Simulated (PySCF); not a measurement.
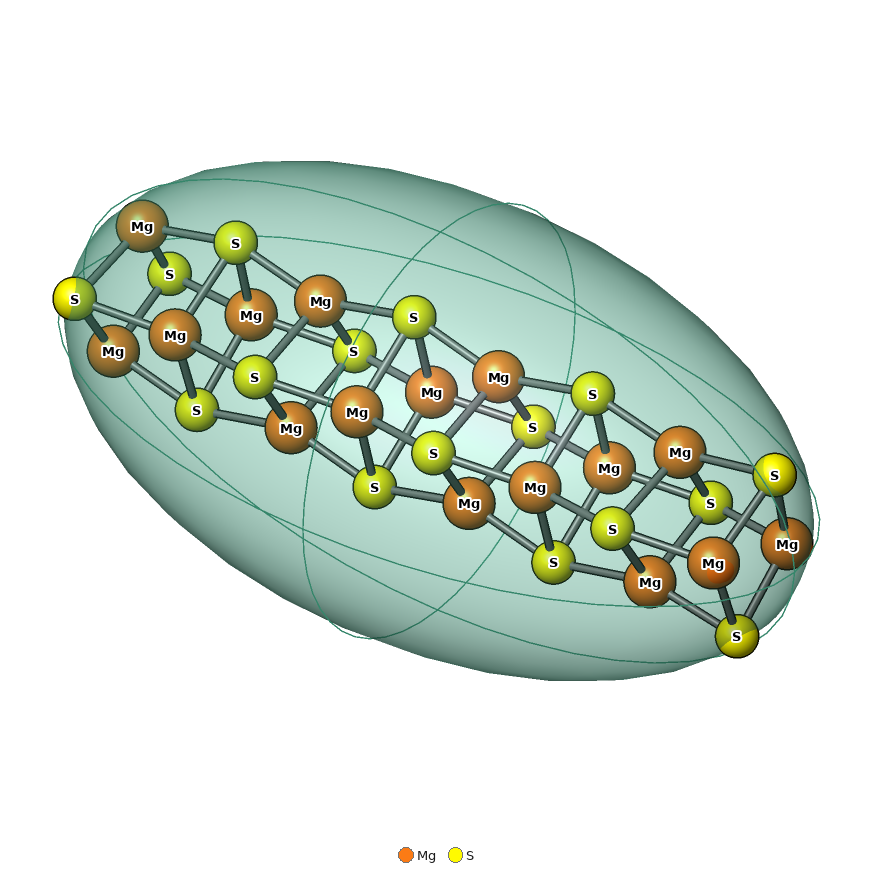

The ellipsoid shows the static dipole polarisability: its half-axes are proportional to the principal values. The computed structure is the end point of a GFN2-xTB optimisation. No frequency run is at hand to confirm it as a minimum. Computed with PBE0/6-31G* (PySCF 2.14.0).

Give the principal values, the mean and the anisotropy.

Principal values 493.4, 493.4, 934.3 bohr³; mean 640.4 bohr³ (94.89 Å³); anisotropy 441.0 bohr³, so the longest axis is 1.89 times the shortest.

The geometry is semi-empirical. Around Mg such bond lengths and angles can be off by a tenth of an ångström or more and by several degrees, and values that hang on the shape move with them.
